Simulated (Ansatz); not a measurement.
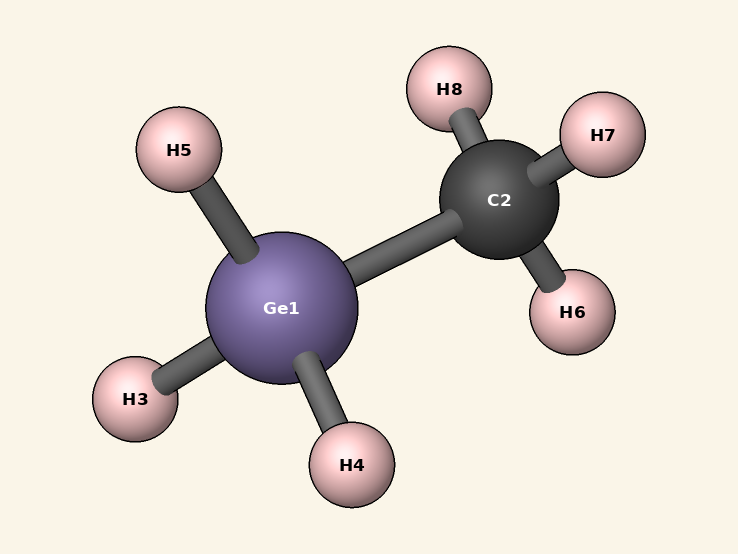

The questions are on Mulliken charges. Computed geometry: PBE0-D4/def2-TZVP optimisation. Properties computed with RKS PBE0-D4/def2-TZVP (Ansatz 0.2.0).

Q: Which atom carries the highest charge (most positive or least negative)?

A: H6, H7, H8 (0.15 e).

Q: And the lowest?

A: C2 (−0.50 e).

List the Mulliken charges.

| atom | value (e) |
| --- | --- |
| Ge1 | 0.09 |
| C2 | −0.50 |
| H3 | −0.01 |
| H4 | −0.01 |
| H5 | −0.01 |
| H6 | 0.15 |
| H7 | 0.15 |
| H8 | 0.15 |

Mulliken values depend strongly on the basis set and can even reverse the polarity of a bond.
